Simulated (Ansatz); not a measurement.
**C2H7Al (SMILES [CH3][AlH][CH3]) at CCSD(T)/def2-SVPD**

Aim: the energy change on altering one bond length of C2H7Al at CCSD(T)/def2-SVPD, from 2 runs. 

Program for the calculation: Ansatz 0.2.0.

36 further runs of the same task are left out: 36 set aside as unsound or not needed.

**1. The structure to begin with**

The species is C2H7Al (10 atoms), meant as a singlet with charge 0. As SMILES, `[CH3][AlH][CH3]`. Geometry: relaxed at PBE0-D4/def2-TZVP.

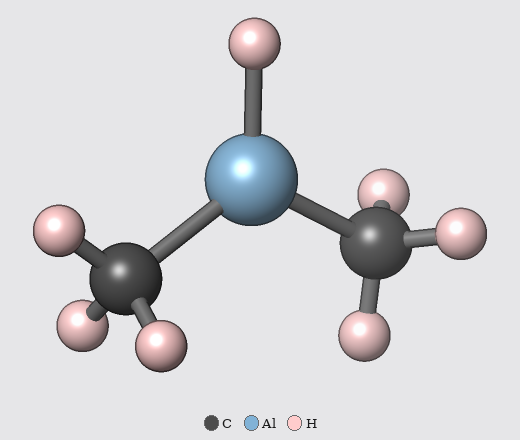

Viewed from a chosen angle; carbon dark grey, aluminium light blue, hydrogen pink.

**2. A single-point energy at CCSD(T)/def2-SVPD**

Contents of run.yaml:

```yaml
crystal:
  periodic: [false, false, false]
  atoms:
    - {symbol: C, position_ang: [-1.219100, 0.923600, -0.783300]}
    - {symbol: Al, position_ang: [0.496800, 0.021800, -0.536400]}
    - {symbol: C, position_ang: [0.903900, -0.949000, 1.109700]}
    - {symbol: H, position_ang: [-2.054000, 0.233200, -0.621200]}
    - {symbol: H, position_ang: [-1.337000, 1.368500, -1.773800]}
    - {symbol: H, position_ang: [-1.340300, 1.723700, -0.043600]}
    - {symbol: H, position_ang: [1.605700, 0.078800, -1.681200]}
    - {symbol: H, position_ang: [0.069000, -0.980000, 1.814000]}
    - {symbol: H, position_ang: [1.201900, -1.980900, 0.894300]}
    - {symbol: H, position_ang: [1.756300, -0.490900, 1.624500]}
basis:
  gaussian:
    orbitals: def2-SVPD
correlation:
  method: ccsd_t
  frozen_orbitals: {Al: 5, C: 1, H: 0}
accuracy: high
scf:
  omitted_lower_state_checks: [cluster_reference, increment]
```

Launch:

```console
ansatz run run.yaml --threads 1 --pin off --max-ram 3480MiB --events-out events.jsonl --progress --plain --runs-dir runs
```

Log, shortened:

```text
Warning: RAYON_NUM_THREADS=1 ignored (pool sized by the plan → 1); use --threads N
Functional definition: HF
  name "HF"
[...]
2444 factors; integrals over basis functions are off by at most 3.6e-9 eV
[...]
mean field -8751.14106353 eV, -321.5985023484 hartree, gradient 3.3e-8 eV, S^2 0.000000; 0 other end points of the search recorded, 0 dependent functions left out
7 core orbitals not correlated: weight in the atoms' cores, before any rotation towards them, 1.000 or more for the frozen orbitals, at most 0.000 for the correlated occupied ones
reference -8751.14106353 eV, -321.5985023484 hartree; 9, 9 occupied and 104, 104 virtual orbitals, 2444 factors
second order -10.37411175 eV of doubles, -0.00000000 eV of singles
cycle   1  -11.28814008 eV  change   -9.1e-1 eV  update   7.1e-2
[...]
cycle  19  -11.65270607 eV  change    1.2e-9 eV  update   2.1e-9
perturbative correction -0.34616050 eV, -0.0127211636 hartree
Total energy: -8763.13993010 eV, -322.0394525615 hartree
Checks for a lower state left out: cluster_reference, increment
```

Wall time 36 s (1 thread of Arm Neoverse V2, shared host); peak memory 1.2 GiB.

**3. The distorted shape at the same level**

Contents of job.yaml:

```yaml
crystal:
  periodic: [false, false, false]
  atoms:
    - {symbol: C, position_ang: [-1.263808, 1.078412, -0.750984]}
    - {symbol: Al, position_ang: [0.452092, 0.176612, -0.504084]}
    - {symbol: C, position_ang: [0.859192, -0.794188, 1.142016]}
    - {symbol: H, position_ang: [-2.098708, 0.388012, -0.588884]}
    - {symbol: H, position_ang: [-1.381708, 1.523312, -1.741484]}
    - {symbol: H, position_ang: [-1.385008, 1.878512, -0.011284]}
    - {symbol: H, position_ang: [1.560992, 0.233612, -1.648884]}
    - {symbol: H, position_ang: [0.024292, -0.825188, 1.846316]}
    - {symbol: H, position_ang: [1.201900, -1.980900, 0.894300]}
    - {symbol: H, position_ang: [1.711592, -0.336088, 1.656816]}
basis:
  gaussian:
    orbitals: def2-SVPD
correlation:
  method: ccsd_t
  frozen_orbitals: {Al: 5, C: 1, H: 0}
accuracy: high
scf:
  omitted_lower_state_checks: [cluster_reference, increment]
```

Launch:

```console
ansatz run job.yaml --threads 1 --pin off --max-ram 3480MiB --events-out events.jsonl --progress --plain --runs-dir runs
```

Log, shortened:

```text
Warning: RAYON_NUM_THREADS=1 ignored (pool sized by the plan → 1); use --threads N
[... 2 set-up lines as earlier in the session ...]
[...]
2458 factors; integrals over basis functions are off by at most 3.3e-9 eV
[...]
mean field -8750.79221383 eV, -321.5856823583 hartree, gradient 2.3e-8 eV, S^2 0.000000; 0 other end points of the search recorded, 0 dependent functions left out
7 core orbitals not correlated: weight in the atoms' cores, before any rotation towards them, 1.000 or more for the frozen orbitals, at most 0.000 for the correlated occupied ones
reference -8750.79221383 eV, -321.5856823583 hartree; 9, 9 occupied and 104, 104 virtual orbitals, 2458 factors
second order -10.41438497 eV of doubles, -0.00000000 eV of singles
cycle   1  -11.32963073 eV  change   -9.2e-1 eV  update   7.3e-2
[...]
cycle  21  -11.71088878 eV  change  -3.9e-10 eV  update   1.9e-9
perturbative correction -0.35621824 eV, -0.0130907787 hartree
Total energy: -8762.85932085 eV, -322.0291403618 hartree
Checks for a lower state left out: cluster_reference, increment
```

It took 38 s on 1 thread of Arm Neoverse V2, shared host; peak memory 1.2 GiB.

**4. Results**

At CCSD(T)/def2-SVPD, 7 core orbitals frozen:

| quantity | value |
| --- | --- |
| first shape: total energy | -322.03945 Eh |
| first shape: correlation energy (7 core orbitals frozen) | -441.0 mEh |
| first shape: (T) correction | -12.72 mEh |
| first shape: T1 diagnostic | 0.009 |
| distorted shape: total energy | -322.02914 Eh |
| distorted shape: correlation energy (7 core orbitals frozen) | -443.5 mEh |
| distorted shape: (T) correction | -13.09 mEh |
| distorted shape: T1 diagnostic | 0.010 |
| energy change with the C3–H9 bond stretched from 1.095 to 1.260 Å | 0.281 eV |

What this shows: With the C3–H9 bond stretched from 1.095 to 1.260 Å the energy rises by 0.28 eV (6.5 kcal/mol). The first shape isn't relaxed at this level, so the change isn't measured from a minimum. The triples (first shape) make up 2.9 % of the correlation energy. The triples (distorted shape) make up 3.0 % of the correlation energy.
